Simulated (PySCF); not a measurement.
C2H6Al2Cl2F2 (SMILES [CH3][Al-]1([CH3])[Cl+][Al-]([F])([F])[Cl+]1)

```yaml
atoms:
  - { symbol: C, position_ang: [0.3765, -1.6055, 1.5251] }
  - { symbol: Al, position_ang: [-0.4226, -0.3141, 0.2487] }
  - { symbol: C, position_ang: [-2.1641, 0.2952, -0.4805] }
  - { symbol: Cl, position_ang: [0.6568, 1.6157, 0.7153] }
  - { symbol: Al, position_ang: [1.8251, 1.3393, -1.0711] }
  - { symbol: F, position_ang: [1.4381, 2.4863, -2.1868] }
  - { symbol: F, position_ang: [3.4037, 1.0851, -0.6804] }
  - { symbol: Cl, position_ang: [0.8735, -0.5207, -1.5883] }
  - { symbol: H, position_ang: [0.1265, -2.6426, 1.2805] }
  - { symbol: H, position_ang: [1.4729, -1.5544, 1.5638] }
  - { symbol: H, position_ang: [0.0266, -1.4520, 2.5509] }
  - { symbol: H, position_ang: [-2.0650, 1.1079, -1.2127] }
  - { symbol: H, position_ang: [-2.7120, -0.5062, -0.9861] }
  - { symbol: H, position_ang: [-2.8368, 0.6654, 0.2995] }
```

Geometry: GFN2-xTB.

These are results of PySCF, wB97X-D/def2-SVPD, SCF density, gas phase, not measurements.

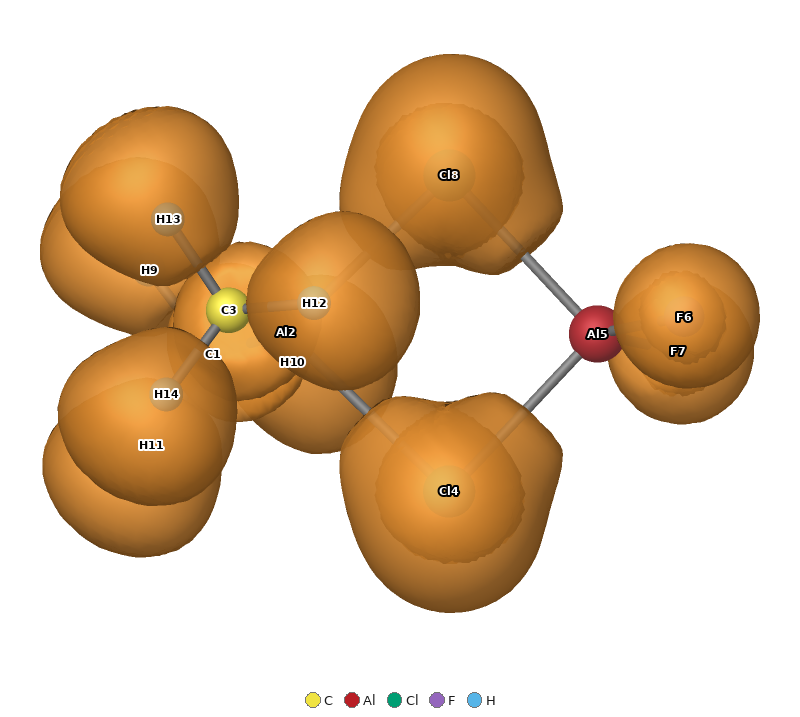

Figure 1. Isosurface of the electron localisation function at 0.8 (orange), seen from one side. Only the valence region is drawn (cores and ρ < 0.01 e/Å³ removed).

> Describe the localisation domains.

At this value the surface marks out two regions between bonded Al–C atoms (shared pairs), six regions around hydrogen nuclei, two regions on Cl in which the atom's valence shell and bonds are merged and two regions wrapped around F (the valence shell of each). Along the contacts the grid gives the following. Al–F (1.65 Å): the ELF peaks at about 0.85 in the valence shell of F, 0.6 Å from its nucleus, and is about 0.25 at the midpoint. C–Al (1.98 Å): the ELF peaks at about 0.95 between the atoms; a shared but strongly polarised pair.

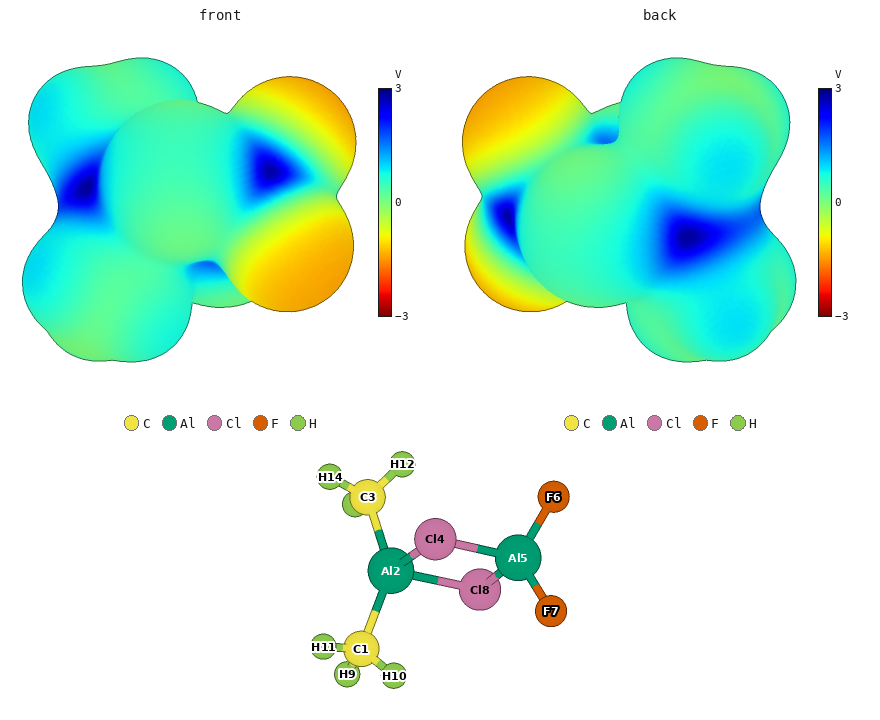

Figure 2. The electrostatic potential painted on the density surface at 0.002 e/bohr³, seen from the front and from behind; red is negative and blue positive. The bare structure is drawn below in the same view.

> Which sites attract a positive test charge, and which a negative one?

A positive charge is drawn to the negative regions and a negative charge to the positive ones. The most negative region (about −1.4 V, or −32 kcal/mol for a unit charge) lies over F6 and F7, the most positive (about +2.7 V, or +62 kcal/mol for a unit charge) over Al2 and Al5.

> How polar is the molecule by this calculation?

Its dipole moment is 3.94 D.

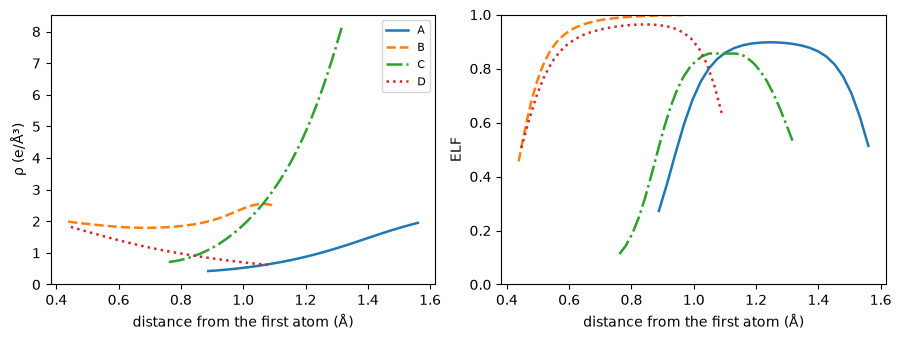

Figure 3. Total electron density and electron localisation function along straight lines between neighbouring atoms. The curves leave out the atomic cores.

> Which curve belongs to which contact (Al–Cl, Al–F, C–Al and C–H)? The first atom named is at distance zero.

Curve A: Al–Cl (2.15 Å): ρ is about 0.63 e/Å³ halfway; the ELF peaks at about 0.90 in the valence shell of Cl, 0.9 Å from its nucleus, and is about 0.85 at the midpoint. Curve B: C–H (1.09 Å): ρ is about 1.9 e/Å³ halfway; the ELF climbs to about 1 towards the hydrogen, as it does in any bond to H (a covalent bond by its length). Curve C: Al–F (1.65 Å): ρ is about 0.84 e/Å³ halfway; the ELF peaks at about 0.85 in the valence shell of F, 0.6 Å from its nucleus, and is about 0.25 at the midpoint. Curve D: C–Al (1.98 Å): ρ is about 0.71 e/Å³ halfway; the ELF peaks at about 0.95 between the atoms, as expected for a shared but strongly polarised pair.
